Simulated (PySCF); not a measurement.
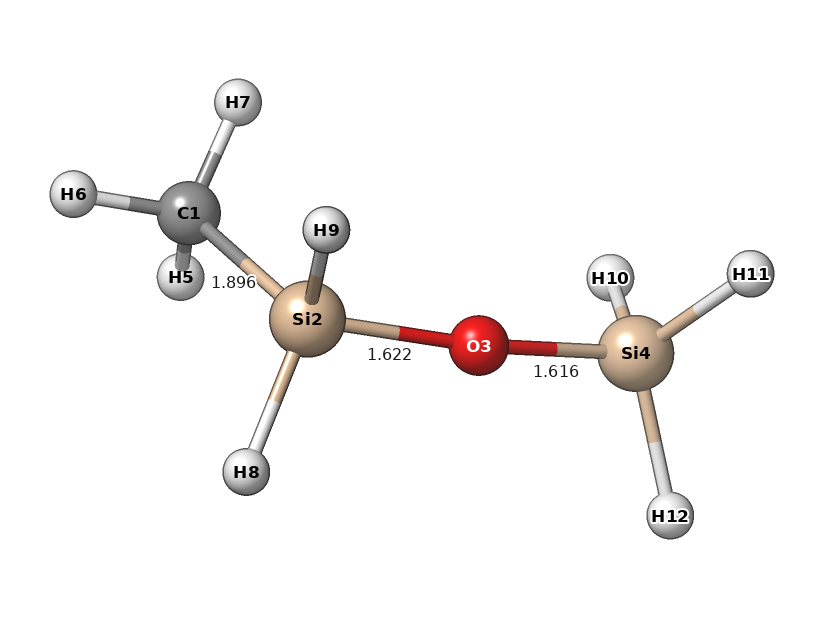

Bond lengths are marked in Å; every bond is drawn as one stick. The geometry was computed by an optimisation with GFN2-xTB. No frequency run is at hand to confirm it as a minimum.

Which of the marked bonds are single, double, triple or aromatic?

C1–Si2 single; Si2–O3 single; O3–Si4 single.

Give the structure as SMILES.

C[SiH2]O[SiH3]
